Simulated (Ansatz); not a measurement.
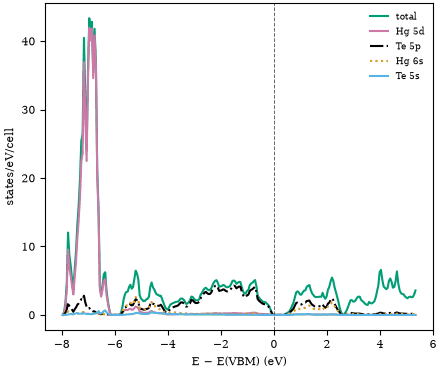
Figure. Total and projected density of states of HgTe in space group P3_221 (No. 154; Hg on 3a, Te on 3b), plane-wave PAW LDA (Ansatz code)

Question: Which orbitals carry the states next to the gap?

Answer: Top 1 eV of the valence band: Te 5p 82 %, Hg 5d 7 %, outside the projected shells 6 %. Bottom 1 eV of the conduction band: Te 5p 51 %, Hg 6s 28 %, outside the projected shells 15 %. Projections are on Löwdin-orthogonalised atomic valence shells; empty p or d shells of many metals are not among them.

Question: Where is the tallest occupied peak in this window, and what makes it?

Answer: Near -7.0 eV, about 43 states/eV per cell; the largest projected share is Hg 5d.

The first step of the workflow began from a Materials Project structure, measured or hypothetical; the Crystallography Open Database copy checked does not list it. It is not the phase usual at ambient conditions (space group No. 216). The cell was relaxed with LDA under the symmetry of its start; whether a distortion lowers the energy is not shown. Scalar-relativistic: spin–orbit coupling is off unless named, which matters more the heavier the elements.

Potentials: the later of the program's two PAW sets.
